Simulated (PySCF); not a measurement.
Energy and gradient calculation, with input and output: C2H7ClGe

C2H7ClGe, SMILES [CH3][GeH]([CH3])[Cl], computed with PBE0/def2-SVP, RKS (PySCF 2.14.0).

The geometry comes from this level: PBE0-D4/def2-TZVP. Figures and captions count atoms from 1; the log counts them from 0 in places.

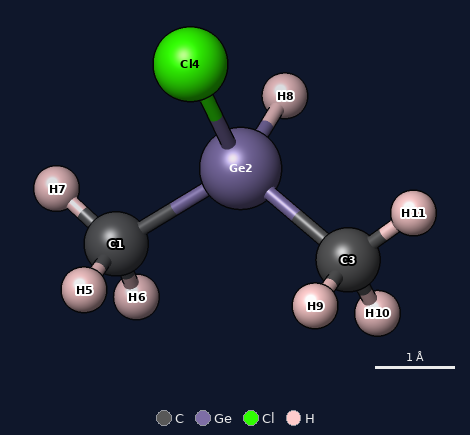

Figure 1. The input geometry (ball-and-stick view, seen at a tilt; atoms are numbered from 1 in the order of the input). Sticks mark near contacts.

Input file (calc.py):
```python
# [CH3][GeH]([CH3])[Cl]
from pyscf import gto, dft

mol = gto.M(
    atom='start.xyz',
    basis='def2-svp',
    max_memory=1860,
    charge=0,
    spin=0,
    verbose=4,
)

mf = dft.RKS(mol)
mf.xc = 'pbe0'
mf.conv_tol = 1e-10
mf.grids.level = 5
mf.kernel()
if not mf.converged:
    mf = mf.newton().run(mf.mo_coeff, mf.mo_occ)

etot = mf.e_tot
print(f'total energy: {etot:.8f} hartree')
grad = mf.nuc_grad_method().kernel()
mf.analyze()
```

File start.xyz:
```
11

C     -0.978700     1.330900    -0.154900
Ge    -0.433900    -0.532600    -0.095800
C      1.410800    -0.776200     0.461700
Cl    -0.577300    -1.289600    -2.127900
H     -0.308900     1.891100    -0.808200
H     -0.941300     1.764000     0.846800
H     -1.995800     1.413300    -0.537900
H     -1.406200    -1.393100     0.731700
H      2.072600    -0.207100    -0.192000
H      1.540800    -0.427600     1.488300
H      1.683300    -1.830100     0.408900
```

Run as:
```bash
OMP_NUM_THREADS=1 python calc.py
```

The program's output:
```
PySCF version 2.14.0

[INPUT] num. atoms = 11
[INPUT] num. electrons = 68
[INPUT] charge = 0
[INPUT] spin (= nelec alpha-beta = 2S) = 0
[INPUT] symmetry False subgroup None
[INPUT] Mole.unit = angstrom
[INPUT] Symbol           X                Y                Z      unit          X                Y                Z       unit  Magmom
[INPUT]  1 C     -0.978700000000   1.330900000000  -0.154900000000 AA   -1.849474958112   2.515036499184  -0.292718576695 Bohr   0.0
[INPUT]  2 Ge    -0.433900000000  -0.532600000000  -0.095800000000 AA   -0.819952165449  -1.006468133943  -0.181035762733 Bohr   0.0
[INPUT]  3 C      1.410800000000  -0.776200000000   0.461700000000 AA    2.666025616536  -1.466805417887   0.872486551712 Bohr   0.0
[INPUT]  4 Cl    -0.577300000000  -1.289600000000  -2.127900000000 AA   -1.090938891711  -2.436990810239  -4.021148220462 Bohr   0.0
[INPUT]  5 H     -0.308900000000   1.891100000000  -0.808200000000 AA   -0.583736399878   3.573661074165  -1.527276653873 Bohr   0.0
[INPUT]  6 H     -0.941300000000   1.764000000000   0.846800000000 AA   -1.778799201053   3.333476883733   1.600220082282 Bohr   0.0
[INPUT]  7 H     -1.995800000000   1.413300000000  -0.537900000000 AA   -3.771515399407   2.670749931848  -1.016483682404 Bohr   0.0
[INPUT]  8 H     -1.406200000000  -1.393100000000   0.731700000000 AA   -2.657332876363  -2.632577464132   1.382712605344 Bohr   0.0
[INPUT]  9 H      2.072600000000  -0.207100000000  -0.192000000000 AA    3.916646365774  -0.391362280397  -0.362827415916 Bohr   0.0
[INPUT] 10 H      1.540800000000  -0.427600000000   1.488300000000 AA    2.911690012730  -0.808046890864   2.812479391190 Bohr   0.0
[INPUT] 11 H      1.683300000000  -1.830100000000   0.408900000000 AA    3.180975985480  -3.458387780567   0.772709012335 Bohr   0.0

nuclear repulsion = 373.175552278988
number of shells = 53
number of NR pGTOs = 207
number of NR cGTOs = 113
basis = def2-svp
ecp = {}

******** <class 'pyscf.dft.rks.RKS'> ********
method = RKS
initial guess = minao
damping factor = 0
level_shift factor = 0
DIIS = <class 'pyscf.scf.diis.CDIIS'>
diis_start_cycle = 1
diis_space = 8
diis_damp = 0
SCF conv_tol = 1e-10
SCF conv_tol_grad = None
SCF max_cycles = 50
direct_scf = True
direct_scf_tol = 1e-13
XC library pyscf.dft.libxc version 7.0.0
    S. Lehtola, C. Steigemann, M. J.T. Oliveira, and M. A.L. Marques.,  SoftwareX 7, 1–5 (2018)
XC functionals = pbe0
radial grids:
    Treutler-Ahlrichs [JCP 102, 346 (1995); DOI:10.1063/1.469408] (M4) radial grids

becke partition: Becke, JCP 88, 2547 (1988); DOI:10.1063/1.454033
pruning grids: <function nwchem_prune>
grids dens level: 5
symmetrized grids: False
atomic radii adjust function: <function treutler_atomic_radii_adjust>
small_rho_cutoff = 0
Set gradient conv threshold to 1e-05
Initial guess from minao.
tot grids = 338520
init E= -2616.08990265068
  HOMO = -0.339251174670769  LUMO = -0.0192551735536872  gap/eV = 8.70753
cycle= 1 E= -2616.64823015705  delta_E= -0.558  |g|= 0.549  |ddm|= 3.12
  HOMO = -0.254453445141918  LUMO = 0.0261884388444491  gap/eV = 7.63665
cycle= 2 E= -2616.62981555992  delta_E= 0.0184  |g|= 0.646  |ddm|= 1.14
  HOMO = -0.293322226145878  LUMO = 0.0353845507282622  gap/eV = 8.94457
cycle= 3 E= -2616.70923453937  delta_E= -0.0794  |g|= 0.0273  |ddm|= 0.612
  HOMO = -0.299558933359024  LUMO = 0.0306517233786843  gap/eV = 8.98549
cycle= 4 E= -2616.70936921374  delta_E= -0.000135  |g|= 0.0113  |ddm|= 0.0413
  HOMO = -0.298286170313982  LUMO = 0.0318021437119076  gap/eV = 8.98216
cycle= 5 E= -2616.7093940337  delta_E= -2.48e-05  |g|= 0.00262  |ddm|= 0.0128
  HOMO = -0.298172206544772  LUMO = 0.0319363699664663  gap/eV = 8.98271
cycle= 6 E= -2616.70939595243  delta_E= -1.92e-06  |g|= 0.000469  |ddm|= 0.00343
  HOMO = -0.298226202827813  LUMO = 0.0319468829530614  gap/eV = 8.98447
cycle= 7 E= -2616.70939600817  delta_E= -5.57e-08  |g|= 0.000147  |ddm|= 0.00086
  HOMO = -0.298215327260076  LUMO = 0.0319371108256008  gap/eV = 8.98391
cycle= 8 E= -2616.70939601506  delta_E= -6.88e-09  |g|= 2.49e-05  |ddm|= 0.000233
  HOMO = -0.298215984850855  LUMO = 0.0319375422503483  gap/eV = 8.98394
cycle= 9 E= -2616.70939601524  delta_E= -1.83e-10  |g|= 3.04e-06  |ddm|= 3.79e-05
  HOMO = -0.298216218630952  LUMO = 0.0319374567545263  gap/eV = 8.98394
cycle= 10 E= -2616.70939601522  delta_E= 1.73e-11  |g|= 8.37e-07  |ddm|= 5.17e-06
  HOMO = -0.298216184724274  LUMO = 0.0319375262093899  gap/eV = 8.98394
```

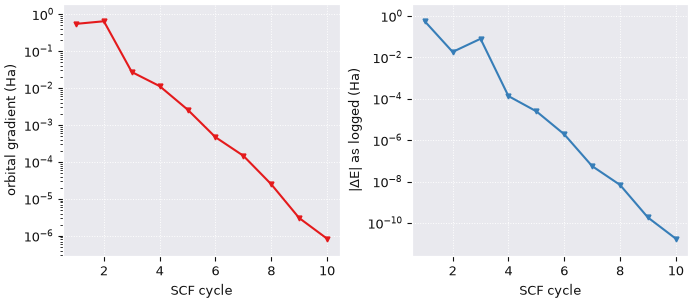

Figure 2. Convergence of the self-consistent field: orbital gradient and size of the energy change against the SCF cycle. The residual falls almost steadily, with no more than small rises.

```
Extra cycle  E= -2616.70939601522  delta_E=    0  |g|= 6.1e-07  |ddm|= 1.79e-06
converged SCF energy = -2616.70939601522
total energy: -2616.70939602 hartree

******** <class 'pyscf.grad.rks.Gradients'> for <class 'pyscf.dft.rks.RKS'> ********
unit = Eh/Bohr
grid_response = False
--------------- RKS gradients ---------------
         x                y                z
0 C    -0.0020203115     0.0057442104    -0.0009298007
1 Ge     0.0000221862    -0.0003330076    -0.0012333059
2 C     0.0059789994    -0.0013210962     0.0011294344
3 Cl     0.0001916413     0.0010861872     0.0029712483
4 H    -0.0035743289    -0.0031758260     0.0036098998
5 H    -0.0001076004    -0.0025276282    -0.0053436597
6 H     0.0056521377    -0.0005467542     0.0021866012
7 H     0.0001761071    -0.0000074920    -0.0007171518
8 H    -0.0037598624    -0.0030431340     0.0035770083
9 H    -0.0009154033    -0.0018004333    -0.0055714757
10 H    -0.0016404312     0.0059223218     0.0003167093
----------------------------------------------
**** SCF Summaries ****
Total Energy =                       -2616.709396015222410
Nuclear Repulsion Energy =             373.175552278988164
One-electron Energy =                -4380.782247327320874
Two-electron Energy =                 1390.897299033110585
Two-electron Coulomb Energy =         1511.203046721015880
DFT Exchange-Correlation Energy =     -120.305747687905281
HOMO-LUMO gap [eV] =                     8.983940074151423
**** MO energy ****
MO #1   energy= -399.070707007188  occ= 2
MO #2   energy= -101.647676586915  occ= 2
MO #3   energy= -49.9120251605636  occ= 2
MO #4   energy= -44.4071355279344  occ= 2
MO #5   energy= -44.4055750360431  occ= 2
MO #6   energy= -44.4053910843156  occ= 2
MO #7   energy= -10.2351911430113  occ= 2
MO #8   energy= -10.2351622014522  occ= 2
MO #9   energy= -9.49886712956072  occ= 2
MO #10  energy= -7.23802728486295  occ= 2
MO #11  energy= -7.23150449056406  occ= 2
MO #12  energy= -7.23148324927527  occ= 2
MO #13  energy= -6.29747753490256  occ= 2
MO #14  energy= -4.45778803301892  occ= 2
MO #15  energy= -4.45245098492962  occ= 2
MO #16  energy= -4.4519280625215   occ= 2
MO #17  energy= -1.25428420114004  occ= 2
MO #18  energy= -1.25095544270466  occ= 2
MO #19  energy= -1.25078741120229  occ= 2
MO #20  energy= -1.24690537682777  occ= 2
MO #21  energy= -1.24673760218292  occ= 2
MO #22  energy= -0.814275037528028 occ= 2
MO #23  energy= -0.730275195203923 occ= 2
MO #24  energy= -0.708196734399459 occ= 2
MO #25  energy= -0.526521286889912 occ= 2
MO #26  energy= -0.440813577976466 occ= 2
MO #27  energy= -0.436041724532031 occ= 2
MO #28  energy= -0.423879052068022 occ= 2
MO #29  energy= -0.420822960310814 occ= 2
MO #30  energy= -0.359115793175711 occ= 2
MO #31  energy= -0.352878173328599 occ= 2
MO #32  energy= -0.347051864224891 occ= 2
MO #33  energy= -0.299979708778298 occ= 2
MO #34  energy= -0.298216184724274 occ= 2
MO #35  energy= 0.0319375262093899 occ= 0
MO #36  energy= 0.058118547235178  occ= 0
MO #37  energy= 0.0719945177453383 occ= 0
MO #38  energy= 0.0861893440290467 occ= 0
MO #39  energy= 0.117029062584918  occ= 0
MO #40  energy= 0.122636324738531  occ= 0
MO #41  energy= 0.134612045284834  occ= 0
MO #42  energy= 0.140836446022954  occ= 0
MO #43  energy= 0.147731559187097  occ= 0
MO #44  energy= 0.158696245257095  occ= 0
MO #45  energy= 0.259634468853814  occ= 0
MO #46  energy= 0.319277187520093  occ= 0
MO #47  energy= 0.343186311559294  occ= 0
MO #48  energy= 0.344157059553339  occ= 0
MO #49  energy= 0.35379224329698   occ= 0
MO #50  energy= 0.379810187900534  occ= 0
MO #51  energy= 0.494138874152057  occ= 0
MO #52  energy= 0.49527442457818   occ= 0
MO #53  energy= 0.52608985556014   occ= 0
MO #54  energy= 0.560340424832623  occ= 0
MO #55  energy= 0.561767248837771  occ= 0
MO #56  energy= 0.563311506072927  occ= 0
MO #57  energy= 0.580478272208665  occ= 0
MO #58  energy= 0.597808712128618  occ= 0
MO #59  energy= 0.660589877185287  occ= 0
MO #60  energy= 0.672005824531877  occ= 0
MO #61  energy= 0.685149584629684  occ= 0
MO #62  energy= 0.688757286315541  occ= 0
MO #63  energy= 0.690962667823357  occ= 0
MO #64  energy= 0.705897644758077  occ= 0
MO #65  energy= 0.727653056747247  occ= 0
MO #66  energy= 0.791905273488072  occ= 0
MO #67  energy= 0.792086979108722  occ= 0
MO #68  energy= 0.842851777660846  occ= 0
MO #69  energy= 0.846029585460037  occ= 0
MO #70  energy= 0.885226685508036  occ= 0
MO #71  energy= 0.88755882253177   occ= 0
MO #72  energy= 0.91883559403349   occ= 0
MO #73  energy= 0.922882141980121  occ= 0
MO #74  energy= 0.978151419459357  occ= 0
MO #75  energy= 1.02371816403358   occ= 0
MO #76  energy= 1.03365061220821   occ= 0
MO #77  energy= 1.19335729472679   occ= 0
MO #78  energy= 1.25681200399592   occ= 0
MO #79  energy= 1.31050360028122   occ= 0
MO #80  energy= 1.33868226783367   occ= 0
MO #81  energy= 1.36529950898888   occ= 0
MO #82  energy= 1.53002772793086   occ= 0
MO #83  energy= 1.5300670211792    occ= 0
MO #84  energy= 1.61608621784703   occ= 0
MO #85  energy= 1.62435862918067   occ= 0
MO #86  energy= 1.72469347886525   occ= 0
MO #87  energy= 1.7566074545862    occ= 0
MO #88  energy= 1.7668982280379    occ= 0
MO #89  energy= 1.78880341575775   occ= 0
MO #90  energy= 1.80040796455121   occ= 0
MO #91  energy= 1.85128394587374   occ= 0
MO #92  energy= 1.8971481570205    occ= 0
MO #93  energy= 1.95298995496158   occ= 0
MO #94  energy= 1.98157774466809   occ= 0
MO #95  energy= 2.00767951380429   occ= 0
MO #96  energy= 2.0093357872299    occ= 0
MO #97  energy= 2.20150488367072   occ= 0
MO #98  energy= 2.22235159605379   occ= 0
MO #99  energy= 2.42028551391269   occ= 0
MO #100 energy= 2.43062977463031   occ= 0
MO #101 energy= 2.45304795497534   occ= 0
MO #102 energy= 2.46674392856865   occ= 0
MO #103 energy= 2.58008338390954   occ= 0
MO #104 energy= 2.58216949392024   occ= 0
MO #105 energy= 2.6095722156543    occ= 0
MO #106 energy= 2.61809602318202   occ= 0
MO #107 energy= 2.66376765383268   occ= 0
MO #108 energy= 2.75533161376904   occ= 0
MO #109 energy= 2.77317151686133   occ= 0
MO #110 energy= 2.9309605621939    occ= 0
MO #111 energy= 2.93409242427036   occ= 0
MO #112 energy= 2.9366217951674    occ= 0
MO #113 energy= 2.95593686353644   occ= 0
 ** Mulliken pop on meta-lowdin orthogonal AOs  **
 ** Mulliken pop  **
pop of  0 C 1s            1.99986
pop of  0 C 2s            1.05948
pop of  0 C 3s            0.00279
pop of  0 C 2px           1.13918
pop of  0 C 2py           1.17715
pop of  0 C 2pz           1.12490
pop of  0 C 3px           0.00249
pop of  0 C 3py           0.00196
pop of  0 C 3pz           0.00277
pop of  0 C 3dxy          0.00036
pop of  0 C 3dyz          0.00058
pop of  0 C 3dz^2         0.00093
pop of  0 C 3dxz          0.00081
pop of  0 C 3dx2-y2       0.00080
pop of  1 Ge 1s           2.00000
pop of  1 Ge 2s           1.99997
pop of  1 Ge 3s           1.99978
pop of  1 Ge 4s           1.12196
pop of  1 Ge 5s           0.00620
pop of  1 Ge 2px          1.99999
pop of  1 Ge 2py          1.99999
pop of  1 Ge 2pz          1.99999
pop of  1 Ge 3px          1.99992
pop of  1 Ge 3py          1.99991
pop of  1 Ge 3pz          1.99989
pop of  1 Ge 4px          0.77242
pop of  1 Ge 4py          0.74161
pop of  1 Ge 4pz          0.58999
pop of  1 Ge 5px          0.01059
pop of  1 Ge 5py          0.01064
pop of  1 Ge 5pz          0.00957
pop of  1 Ge 3dxy         1.99934
pop of  1 Ge 3dyz         1.99942
pop of  1 Ge 3dz^2        1.99932
pop of  1 Ge 3dxz         1.99939
pop of  1 Ge 3dx2-y2      1.99921
pop of  1 Ge 4dxy         0.00336
pop of  1 Ge 4dyz         0.00391
pop of  1 Ge 4dz^2        0.00450
pop of  1 Ge 4dxz         0.00461
pop of  1 Ge 4dx2-y2      0.00469
pop of  1 Ge 5dxy         0.00071
pop of  1 Ge 5dyz         0.00137
pop of  1 Ge 5dz^2        0.00155
pop of  1 Ge 5dxz         0.00177
pop of  1 Ge 5dx2-y2      0.00114
pop of  2 C 1s            1.99986
pop of  2 C 2s            1.05946
pop of  2 C 3s            0.00279
pop of  2 C 2px           1.17868
pop of  2 C 2py           1.13516
pop of  2 C 2pz           1.12745
pop of  2 C 3px           0.00212
pop of  2 C 3py           0.00257
pop of  2 C 3pz           0.00254
pop of  2 C 3dxy          0.00042
pop of  2 C 3dyz          0.00071
pop of  2 C 3dz^2         0.00105
pop of  2 C 3dxz          0.00044
pop of  2 C 3dx2-y2       0.00087
pop of  3 Cl 1s           2.00000
pop of  3 Cl 2s           1.99986
pop of  3 Cl 3s           1.87972
pop of  3 Cl 4s           0.00165
pop of  3 Cl 2px          1.99995
pop of  3 Cl 2py          1.99995
pop of  3 Cl 2pz          1.99993
pop of  3 Cl 3px          1.94546
pop of  3 Cl 3py          1.90019
pop of  3 Cl 3pz          1.59248
pop of  3 Cl 4px          0.00065
pop of  3 Cl 4py          0.00069
pop of  3 Cl 4pz          0.00078
pop of  3 Cl 3dxy         0.00023
pop of  3 Cl 3dyz         0.00268
pop of  3 Cl 3dz^2        0.00428
pop of  3 Cl 3dxz         0.00138
pop of  3 Cl 3dx2-y2      0.00025
pop of  4 H 1s            0.87047
pop of  4 H 2s            0.00797
pop of  4 H 2px           0.00038
pop of  4 H 2py           0.00046
pop of  4 H 2pz           0.00042
pop of  5 H 1s            0.87436
pop of  5 H 2s            0.00715
pop of  5 H 2px           0.00006
pop of  5 H 2py           0.00039
pop of  5 H 2pz           0.00087
pop of  6 H 1s            0.86679
pop of  6 H 2s            0.00809
pop of  6 H 2px           0.00092
pop of  6 H 2py           0.00016
pop of  6 H 2pz           0.00017
pop of  7 H 1s            1.07109
pop of  7 H 2s            0.00379
pop of  7 H 2px           0.00115
pop of  7 H 2py           0.00099
pop of  7 H 2pz           0.00069
pop of  8 H 1s            0.87048
pop of  8 H 2s            0.00797
pop of  8 H 2px           0.00058
pop of  8 H 2py           0.00028
pop of  8 H 2pz           0.00040
pop of  9 H 1s            0.87435
pop of  9 H 2s            0.00715
pop of  9 H 2px           0.00022
pop of  9 H 2py           0.00014
pop of  9 H 2pz           0.00096
pop of  10 H 1s           0.86675
pop of  10 H 2s           0.00809
pop of  10 H 2px          0.00024
pop of  10 H 2py          0.00098
pop of  10 H 2pz          0.00004
 ** Mulliken atomic charges  **
charge of    0C =     -0.51408
charge of    1Ge =      0.71328
charge of    2C =     -0.51409
charge of    3Cl =     -0.33012
charge of    4H =      0.12030
charge of    5H =      0.11718
charge of    6H =      0.12387
charge of    7H =     -0.07770
charge of    8H =      0.12028
charge of    9H =      0.11719
charge of   10H =      0.12390
Dipole moment(X, Y, Z, Debye):  0.65071,  1.37029,  2.16191
```

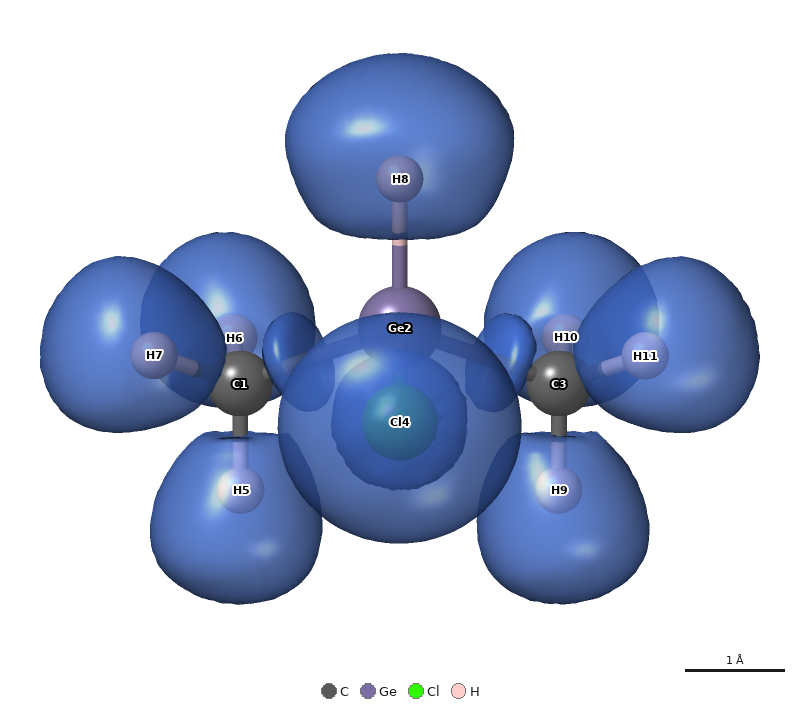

Figure 3. Isosurface of the electron localisation function at 0.8 (blue), seen from the side. Only the valence region is drawn (cores and ρ < 0.01 e/Å³ removed). Values along the shortest contacts: C–Ge (1.94 Å): the ELF peaks at about 0.95 in the valence shell of C, 0.7 Å from its nucleus, and is about 0.70 at the midpoint. Ge–Cl (2.17 Å): the ELF peaks at about 0.85 in the valence shell of Cl, 0.8 Å from its nucleus, and is about 0.65 at the midpoint.

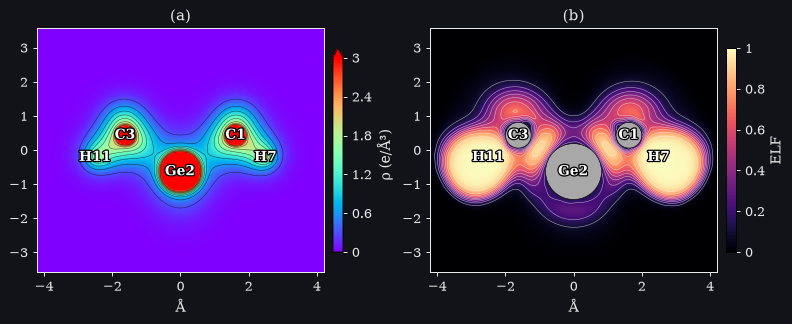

Figure 4. (a) total electron density; (b) electron localisation function on the plane of atoms Ge2, C1 and H7. Grey discs, where drawn, cover atomic cores. C–Ge (1.94 Å): ρ at the midpoint is about 0.9 e/Å³; the ELF peaks at about 0.95 in the valence shell of C, 0.7 Å from its nucleus, and is about 0.70 at the midpoint.

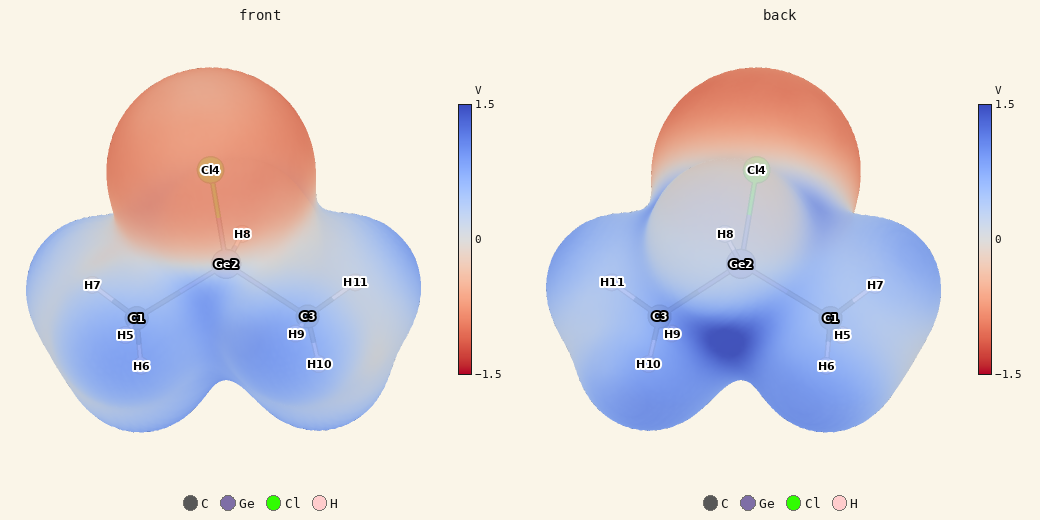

Figure 5. The molecular electrostatic potential painted on the density surface at 0.002 e/bohr³, seen at a tilt and from behind; red is negative and blue positive. A positive charge is drawn to the negative regions and a negative charge to the positive ones. Its dipole moment is 2.64 D.

Results in brief:

- outcome: converged
- total energy: −2616.709396 hartree
- basis functions: 113
- largest force: 0.320 eV/Å
- HOMO: −8.11 eV
- LUMO: 0.87 eV
- dipole moment: 2.64 D
- hardware: 1 thread of Intel Xeon @ 2.50GHz (Skylake/Cascade Lake), 16 GiB of memory available, shared host
- wall time: 71 s
- peak memory: 1.1 GiB
